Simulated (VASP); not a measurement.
Band structure of K (relaxed from the simple-cubic structure, space group Pm-3m). Method: PBEsol GGA, VASP's PBE PAW potentials (set 64) (plane waves; VASP).

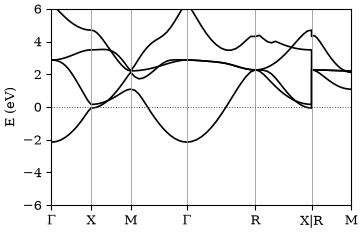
Figure: Bands along high-symmetry lines, zero at the valence-band maximum or, without a gap, the Fermi level

Q: Read the plot: is there a gap, and where are the band edges?

A: It has no gap at this level: it comes out as a metal or semimetal. (Edges off the drawn lines would not show.)

The structure was generated: K was put into the simple-cubic type (Pm-3m), which need not be its known phase. It was relaxed first, which changed the volume by -5 %.
